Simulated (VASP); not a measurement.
Band structure of PbF₂ (fluorite). Level of theory: RPBE GGA, VASP's PBE PAW potentials (set 64) (plane waves; VASP).

Unless said otherwise, spin-orbit coupling is left out, though it shifts the bands of the heavy elements here.

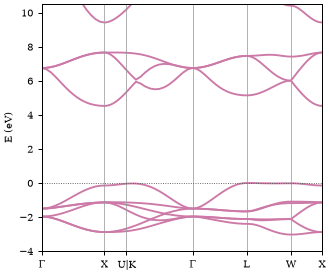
Figure: Bands along high-symmetry lines, zero at the valence-band maximum or, without a gap, the Fermi level

Problem. Read the plot: is there a gap, and where are the band edges?

Solution. The gap is indirect, 4.53 eV, from the valence maximum at L to the conduction minimum at X. (Edges off the drawn lines would not show.)

The compound is PbF2 in the fluorite structure, the β form. It was relaxed first, which changed the volume by +8 %.
